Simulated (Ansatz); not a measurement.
Geometry relaxation of AlH2Cl3

System: AlH2Cl3.
Method: RKS B3LYP-D4/6-31G* (Ansatz 0.2.0).

The input holds or restrains some coordinates. Forces given for the steps count only the free coordinates. It belongs to a series of runs on one base structure; here: pulled along the bonds that form and break, towards end A. Figures and captions count atoms from 1; the log counts them from 0 in places.

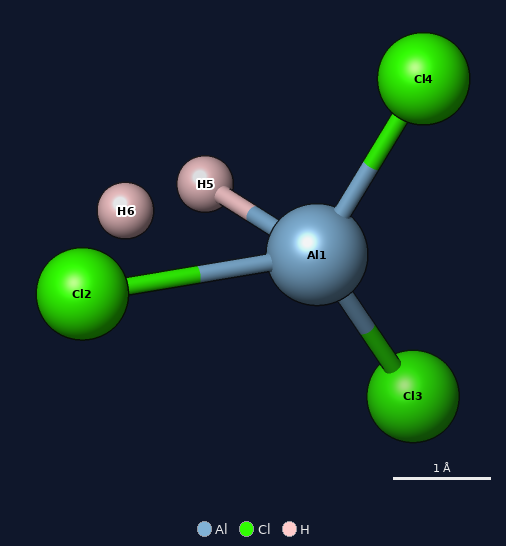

*The structure as given in the input (ball-and-stick view, seen at a tilt; atoms are numbered from 1 in the order of the input). Sticks mark near contacts.*

Bond lengths as drawn: Al–Cl 2.23 to 2.58 Å and Al–H 1.86 Å.

### Input
```yaml
crystal:
  periodic: [false, false, false]
  atoms:
    - { symbol: Al, position_ang: [0.0, 0.0, 0.0] }
    - { symbol: Cl, position_ang: [0.0, 0.0, 2.58] }
    - { symbol: Cl, position_ang: [1.9312, 0.0, -1.115] }
    - { symbol: Cl, position_ang: [-1.9312, 0.0, -1.115] }
    - { symbol: H, position_ang: [0.0777, -1.7634, 0.5865] }
    - { symbol: H, position_ang: [0.0662, -1.5022, 1.5585] }
basis:
  gaussian: { orbitals: "6-31G*" }
hamiltonian:
  xc: b3lyp
  dispersion: d4
relax:
  f_tol: 0.15
  max_steps: 25
  restrain:
    - { distance: [0, 4], at: 2.76, k: 30.0 }
    - { distance: [5, 1], at: 2.57, k: 30.0 }
    - { distance: [0, 1], at: 2.23, k: 30.0 }
    - { distance: [5, 4], at: 0.66, k: 30.0 }
output:
  orbitals: {}
```

Run as:
```bash
ansatz run input.yaml --threads 1 --pin off --max-ram 2048MiB --backend cpu --events-out ev --progress --plain --runs-dir out
```

### Log
```
The last accepted step is kept in [file] (removed where the run ends without a failure and the disk answers)
Engine: ansatz 0.2.0, x86_64-unknown-linux-gnu
Functional definition: B3LYP
  parameter a0 = 0.2
  parameter ax = 0.72
  parameter ac = 0.81
  exchange = (1 - a0 - ax)*slater_x + ax*b88_x + a0*exact_x
  correlation = (1 - ac)*vwn_rpa_c + ac*lyp_c
799 factors; integrals over basis functions are off by at most 5.8e-4 eV
mean field evaluation 1: about -44198.3623 eV, gradient 2.3e1 eV
mean field evaluation 2: about -44196.0688 eV, gradient 3.7e1 eV
mean field evaluation 4: about -44200.1692 eV, gradient 1.2e0 eV
mean field evaluation 8: about -44200.1826 eV, gradient 7.7e-3 eV
mean field -44200.18257558 eV, -1624.3267496927 hartree, gradient 5.4e-6 eV, S^2 0.000000; 0 other end points of the search recorded, 0 dependent functions left out
the calculation of the forces begins
reference -44200.18283851 eV, -1624.3267593551 hartree; 33, 33 occupied and 47, 47 virtual orbitals, 799 factors
relax step   1: F+E_penalty+E_count = -44200.45877603 eV  Δ(F+E_penalty+E_count) = +0.000e0 eV  max|allowed force component| = 2.442e0 eV/Å  E_restraint = 24.27569937 eV  max|allowed force component, restraints' pulls added| = 2.516e1 eV/Å  Δτ_max = 0.0000 Å  (26 SCF iters, accepted)
  distance Al 0 - H 4 = 1.8600 Å
  distance H 5 - Cl 1 = 1.8178 Å
  distance Al 0 - Cl 1 = 2.5800 Å
  distance H 5 - H 4 = 1.0065 Å
these checks for a lower state are left out or cut short: starts, cluster_reference, orbital_swaps, neighbouring_geometries, increment
799 factors; integrals over basis functions are off by at most 6.0e-4 eV
mean field evaluation 16: about -44200.1357 eV, gradient 9.9e0 eV
mean field -44200.83225234 eV, -1624.3506248732 hartree, gradient 7.2e-6 eV, S^2 0.000000; 0 other end points of the search recorded, 0 dependent functions left out
the calculation of the forces begins
reference -44200.83251307 eV, -1624.3506344549 hartree; 33, 33 occupied and 47, 47 virtual orbitals, 799 factors
relax step   2: F+E_penalty+E_count = -44201.09962104 eV  Δ(F+E_penalty+E_count) = -6.408e-1 eV  max|allowed force component| = 2.172e0 eV/Å  E_restraint = 9.75971359 eV  max|allowed force component, restraints' pulls added| = 1.543e1 eV/Å  Δτ_max = 0.1948 Å  (32 SCF iters, accepted)
  distance Al 0 - H 4 = 2.1864 Å
  distance H 5 - Cl 1 = 2.0961 Å
  distance Al 0 - Cl 1 = 2.5122 Å
  distance H 5 - H 4 = 0.7921 Å
these checks for a lower state are left out or cut short: starts, cluster_reference, orbital_swaps, neighbouring_geometries, increment
799 factors; integrals over basis functions are off by at most 8.8e-4 eV
mean field -44201.26182276 eV, -1624.3664112952 hartree, gradient 1.1e-5 eV, S^2 0.000000; 0 other end points of the search recorded, 0 dependent functions left out
the calculation of the forces begins
reference -44201.26208014 eV, -1624.3664207535 hartree; 33, 33 occupied and 47, 47 virtual orbitals, 799 factors
relax step   3: F+E_penalty+E_count = -44201.53572699 eV  Δ(F+E_penalty+E_count) = -4.361e-1 eV  max|allowed force component| = 2.939e0 eV/Å  E_restraint = 1.74994037 eV  max|allowed force component, restraints' pulls added| = 8.790e0 eV/Å  Δτ_max = 0.1945 Å  (28 SCF iters, accepted)
  distance Al 0 - H 4 = 2.5037 Å
  distance H 5 - Cl 1 = 2.3905 Å
  distance Al 0 - Cl 1 = 2.3659 Å
  distance H 5 - H 4 = 0.6772 Å
these checks for a lower state are left out or cut short: starts, cluster_reference, orbital_swaps, neighbouring_geometries, increment
799 factors; integrals over basis functions are off by at most 9.3e-4 eV
mean field evaluation 32: about -44201.9625 eV, gradient 1.0e-1 eV
mean field -44201.97064069 eV, -1624.3924598737 hartree, gradient 1.5e-5 eV, S^2 0.000000; 0 other end points of the search recorded, 0 dependent functions left out
the calculation of the forces begins
reference -44201.97089595 eV, -1624.3924692542 hartree; 33, 33 occupied and 47, 47 virtual orbitals, 799 factors
relax step   4: F+E_penalty+E_count = -44202.25401671 eV  Δ(F+E_penalty+E_count) = -7.183e-1 eV  max|allowed force component| = 2.866e0 eV/Å  E_restraint = 0.03233129 eV  max|allowed force component, restraints' pulls added| = 2.705e0 eV/Å  Δτ_max = 0.1995 Å  (27 SCF iters, accepted)
  distance Al 0 - H 4 = 2.7218 Å
  distance H 5 - Cl 1 = 2.5636 Å
  distance Al 0 - Cl 1 = 2.2080 Å
  distance H 5 - H 4 = 0.6732 Å
these checks for a lower state are left out or cut short: starts, cluster_reference, orbital_swaps, neighbouring_geometries, increment
799 factors; integrals over basis functions are off by at most 7.6e-4 eV
mean field -44202.25317401 eV, -1624.4028427814 hartree, gradient 2.0e-5 eV, S^2 0.000000; 0 other end points of the search recorded, 0 dependent functions left out
the calculation of the forces begins
reference -44202.25343121 eV, -1624.4028522335 hartree; 33, 33 occupied and 47, 47 virtual orbitals, 799 factors
relax step   5: F+E_penalty+E_count = -44202.54028584 eV  Δ(F+E_penalty+E_count) = -2.863e-1 eV  max|allowed force component| = 1.514e0 eV/Å  E_restraint = 0.08847838 eV  max|allowed force component, restraints' pulls added| = 7.575e-1 eV/Å  Δτ_max = 0.1999 Å  (26 SCF iters, accepted)
  distance Al 0 - H 4 = 2.7506 Å
  distance H 5 - Cl 1 = 2.5845 Å
  distance Al 0 - Cl 1 = 2.1939 Å
  distance H 5 - H 4 = 0.7256 Å
these checks for a lower state are left out or cut short: starts, cluster_reference, orbital_swaps, neighbouring_geometries, increment
799 factors; integrals over basis functions are off by at most 8.1e-4 eV
mean field -44202.26493867 eV, -1624.4032751249 hartree, gradient 6.8e-6 eV, S^2 0.000000; 0 other end points of the search recorded, 0 dependent functions left out
the calculation of the forces begins
reference -44202.26519793 eV, -1624.4032846525 hartree; 33, 33 occupied and 47, 47 virtual orbitals, 799 factors
relax step   6: F+E_penalty+E_count = -44202.54929622 eV  Δ(F+E_penalty+E_count) = -9.010e-3 eV  max|allowed force component| = 1.294e0 eV/Å  E_restraint = 0.14255367 eV  max|allowed force component, restraints' pulls added| = 2.261e0 eV/Å  Δτ_max = 0.1903 Å  (27 SCF iters, rejected (line search))
  distance Al 0 - H 4 = 2.7507 Å
  distance H 5 - Cl 1 = 2.5888 Å
  distance Al 0 - Cl 1 = 2.1897 Å
  distance H 5 - H 4 = 0.7462 Å
these checks for a lower state are left out or cut short: starts, cluster_reference, orbital_swaps, neighbouring_geometries, increment
799 factors; integrals over basis functions are off by at most 8.4e-4 eV
mean field -44202.26181887 eV, -1624.4031604742 hartree, gradient 2.2e-5 eV, S^2 0.000000; 0 other end points of the search recorded, 0 dependent functions left out
the calculation of the forces begins
reference -44202.26207803 eV, -1624.4031699983 hartree; 33, 33 occupied and 47, 47 virtual orbitals, 799 factors
relax step   7: F+E_penalty+E_count = -44202.54725577 eV  Δ(F+E_penalty+E_count) = -6.970e-3 eV  max|allowed force component| = 1.319e0 eV/Å  E_restraint = 0.06902580 eV  max|allowed force component, restraints' pulls added| = 3.580e-2 eV/Å  Δτ_max = 0.0946 Å  (26 SCF iters, accepted)
  distance Al 0 - H 4 = 2.7590 Å
  distance H 5 - Cl 1 = 2.5801 Å
  distance Al 0 - Cl 1 = 2.1859 Å
  distance H 5 - H 4 = 0.7106 Å
799 factors; integrals over basis functions are off by at most 8.4e-4 eV
mean field evaluation 64: about -44202.2536 eV, gradient 5.2e-1 eV
```

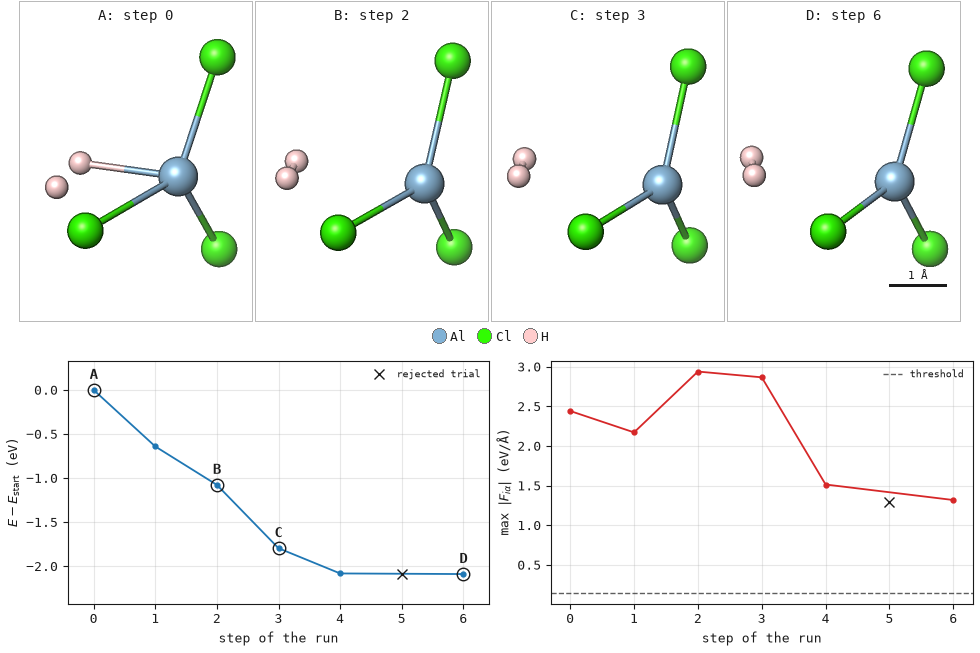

*Frames of the restrained relaxation (ball-and-stick view, seen at a tilt) above the curves, on which the letters mark them (the first geometry is step 0 here and step 1 in the log).*

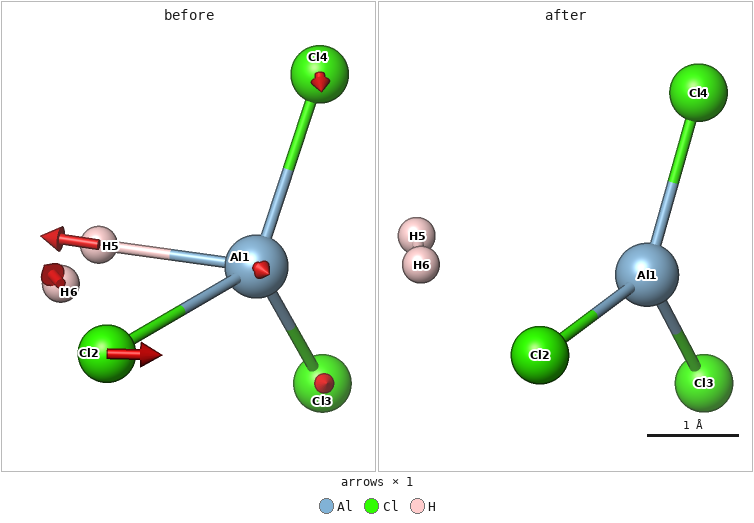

*Before (left) and after (right) the restrained relaxation, at one scale (ball-and-stick view, seen at a tilt). The red arrows give the displacements, at true length.*

Over 6 geometry steps the energy falls by 2.088 eV. The largest force component goes from 2.4 to 1.3 eV/Å. The line search rejected the trial step at point 5 (counted from 0) and went back. H5 moves most after the best rigid fit: 0.69 Å. Largest moves by element: H 0.69 Å, Cl 0.62 Å, Al 0.24 Å. Among the contacts that change: Al1–H5 1.860 → 2.759 Å, Al1–Cl2 2.580 → 2.186 Å, H5–H6 1.007 → 0.711 Å, Al1–Cl3 2.230 → 2.083 Å. New bonds form: H5–H6 (1.01 → 0.71 Å). (Atoms are counted from 1 in the order of the input.)

```
mean field -44202.26181887 eV, -1624.4031604742 hartree, gradient 2.2e-5 eV, S^2 0.000000; 1 other end points of the search recorded, 0 dependent functions left out
the calculation of the forces begins
reference -44202.26207803 eV, -1624.4031699984 hartree; 33, 33 occupied and 47, 47 virtual orbitals, 799 factors
Total energy: -44202.54751493 eV, -1624.4136596110 hartree
Atom 0 at    -0.002097     0.240265     0.058265 Å, force     0.005213     0.118780     1.318503 eV/Å
Atom 1 at    -0.004185     0.489347     2.229971 Å, force    -0.006707     0.124850    -1.221686 eV/Å
Atom 2 at     1.808036     0.196879    -0.970651 Å, force    -0.002093     0.002785     0.011951 eV/Å
Atom 3 at    -1.812520     0.148503    -0.966615 Å, force     0.000096    -0.002377     0.012107 eV/Å
Atom 4 at     0.089826    -2.412174     0.812073 Å, force     0.049234    -1.029624    -1.114112 eV/Å
Atom 5 at     0.064841    -1.928420     1.331959 Å, force    -0.045743     0.785586     0.993237 eV/Å
Dipole moment:     0.001932    -0.099507    -0.089826 e Å
```

### Trajectory as extended XYZ (Å, eV, eV/Å), 7 frames, from step=1 to step=7
```
6
Properties=species:S:1:pos:R:3:forces:R:3 step=1 energy=-44200.45878
Al    0.0000    0.0000    0.0000    0.0455  -1.0616   0.2480
Cl    0.0000    0.0000    2.5800   -0.0198   0.6887  -1.5062
Cl    1.9312    0.0000   -1.1150   -1.5833   0.2979   1.0368
Cl   -1.9312    0.0000   -1.1150    1.6048   0.2500   1.0740
H     0.0777   -1.7634    0.5865   -0.0397   0.0284   1.5891
H     0.0662   -1.5022    1.5585   -0.0074  -0.2034  -2.4417
6
Properties=species:S:1:pos:R:3:forces:R:3 step=2 energy=-44201.09962
Al   -0.0057    0.1563    0.0392    0.0827  -0.8991   0.7590
Cl   -0.0056    0.1308    2.5512   -0.0374   1.0474  -2.1718
Cl    1.9127    0.0056   -1.1025   -1.6835   0.3182   1.1074
Cl   -1.9139    0.0050   -1.1028    1.6312   0.2900   1.0959
H     0.0846   -1.9298    0.6876   -0.0042  -0.1408   0.4849
H     0.0718   -1.6335    1.4222    0.0113  -0.6157  -1.2755
6
Properties=species:S:1:pos:R:3:forces:R:3 step=3 energy=-44201.53573
Al   -0.0111    0.3237    0.1047    0.1120  -1.2104   0.4425
Cl   -0.0125    0.2949    2.4704   -0.0219   0.7473  -2.3988
Cl    1.8739    0.0132   -1.0761   -1.6271   0.5041   1.1698
Cl   -1.8775    0.0123   -1.0775    1.5288   0.4766   1.1299
H     0.0919   -2.0984    0.7302    0.0670  -1.5712  -2.9393
H     0.0792   -1.8112    1.3433   -0.0587   1.0536   2.5958
6
Properties=species:S:1:pos:R:3:forces:R:3 step=4 energy=-44202.25402
Al   -0.0110    0.3785    0.1180    0.0826  -0.8703   0.4615
Cl   -0.0165    0.4319    2.3254   -0.0073   0.4633  -1.5358
Cl    1.7941    0.0610   -1.0073   -0.7321   0.3802   0.6275
Cl   -1.8039    0.0572   -1.0114    0.6534   0.3557   0.5887
H     0.0985   -2.2678    0.7452    0.0804  -1.7913  -2.8665
H     0.0827   -1.9265    1.3252   -0.0771   1.4624   2.7246
6
Properties=species:S:1:pos:R:3:forces:R:3 step=5 energy=-44202.54029
Al   -0.0052    0.1977    0.0888   -0.0041   0.3035   1.5144
Cl   -0.0091    0.5156    2.2596   -0.0063   0.0006  -1.3098
Cl    1.7706    0.1815   -0.9711    0.2942  -0.0303  -0.0681
Cl   -1.7809    0.1554   -0.9717   -0.2835  -0.0445  -0.0581
H     0.1059   -2.4490    0.8293    0.0422  -0.6478  -0.5877
H     0.0626   -1.8668    1.2602   -0.0427   0.4186   0.5092
6
Properties=species:S:1:pos:R:3:forces:R:3 step=6 energy=-44202.54930 accepted=F
Al   -0.0078    0.2928    0.0646    0.0182  -0.1318   1.1990
Cl   -0.0130    0.4678    2.2473   -0.0057   0.2449  -1.2936
Cl    1.7876    0.1701   -0.9979   -0.0585   0.0800   0.1248
Cl   -1.7984    0.1477   -1.0009    0.0428   0.0706   0.1183
H     0.0869   -2.3640    0.7710    0.0057  -0.1098  -0.0287
H     0.0888   -1.9800    1.4109   -0.0026  -0.1539  -0.1197
6
Properties=species:S:1:pos:R:3:forces:R:3 step=7 energy=-44202.54726
Al   -0.0021    0.2403    0.0583    0.0052   0.1188   1.3185
Cl   -0.0042    0.4893    2.2300   -0.0067   0.1249  -1.2217
Cl    1.8080    0.1969   -0.9707   -0.0021   0.0028   0.0120
Cl   -1.8125    0.1485   -0.9666    0.0001  -0.0024   0.0121
H     0.0898   -2.4122    0.8121    0.0492  -1.0296  -1.1141
H     0.0648   -1.9284    1.3320   -0.0457   0.7856   0.9932
```

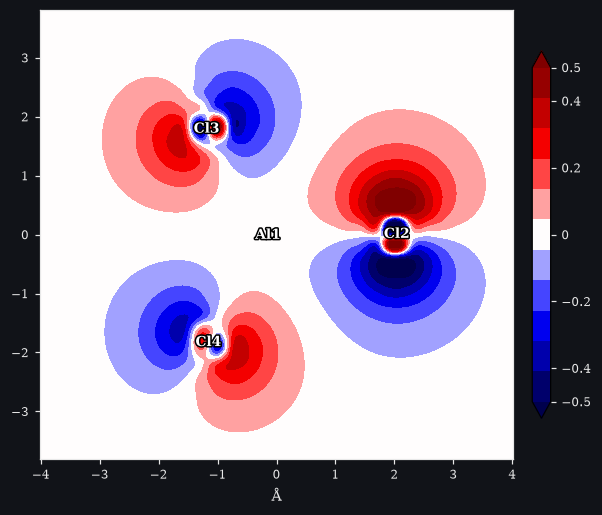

*The HOMO on the plane of atoms Cl3, Al1 and Cl4 (values in Å⁻³ᐟ²; the overall sign is arbitrary).*

Its energy is −8.99 eV.

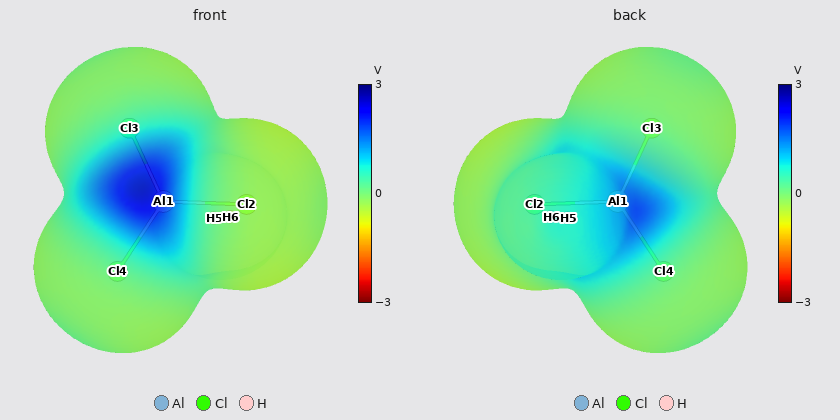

*The electrostatic potential painted on the density surface at 0.001 e/bohr³, seen at a tilt and from behind; red is negative and blue positive.*

### Results in brief

- outcome: converged under the restraints of the input
- total energy: −44202.5475 eV
- mean-field energy: −44202.2621 eV
- largest force (length of the vector) at the end, held atoms and coordinates included: 1.518 eV/Å
- hardware: 1 thread of Intel Xeon @ 2.60GHz (Ice Lake), 24 GiB of memory available, shared host
- wall time: 24 s
- peak memory: 0.18 GiB
